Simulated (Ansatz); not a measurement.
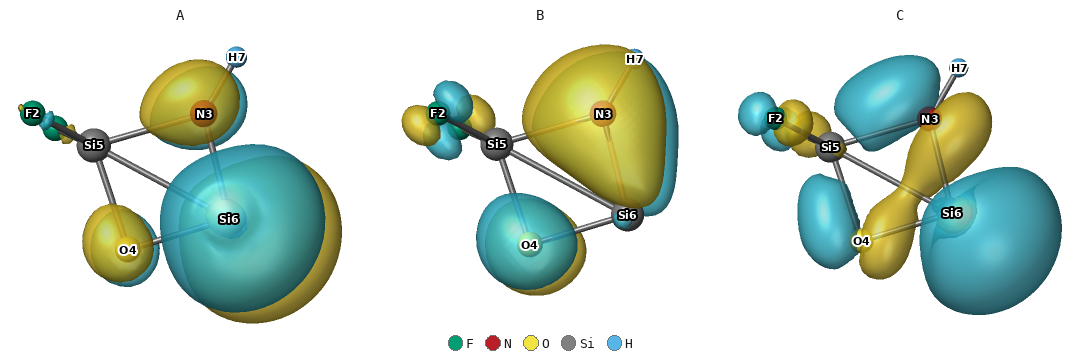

Figure 1: F2HNOSi2 (charge +1, doublet). Three frontier orbitals at ±0.1 Å⁻³ᐟ² (yellow and cyan are the two phases), in no order.

Geometry: BLYP-D3(BJ)/def2-SVP.

Theory: Ansatz, isolated molecule in a Gaussian basis; Kohn-Sham density functional theory, functional PBE0.

```csv
atom,x (Å),y (Å),z (Å)
F,-2.1713,-1.2382,-0.0473
F,-1.6560,1.3157,0.4241
N,-0.0425,-0.6300,1.7656
O,-2.3272,-0.3177,2.5715
Si,-1.6137,-0.1703,0.9930
Si,-0.8646,-0.7396,3.2581
H,0.9233,-0.7643,1.4381
```

Order the three orbitals by energy and name them. All are α orbitals.

C is the HOMO−1 (α) (−15.41 eV). It lies mainly on Si6 (about 65 %), N3 (about 15 %) and O4 (about 10 %). B is the HOMO (α) (−15.00 eV). By Hirshfeld shares it lies mainly on N3 (about 55 %) and O4 (about 20 %); largely a combination of lone pairs on N3 and O4. A is the LUMO (α) (−8.48 eV). It lies mainly on Si6 (about 80 %), N3 (about 10 %) and O4 (about 5 %).

What is the gap between the highest occupied and lowest empty α orbitals?

6.52 eV between the orbital energies.
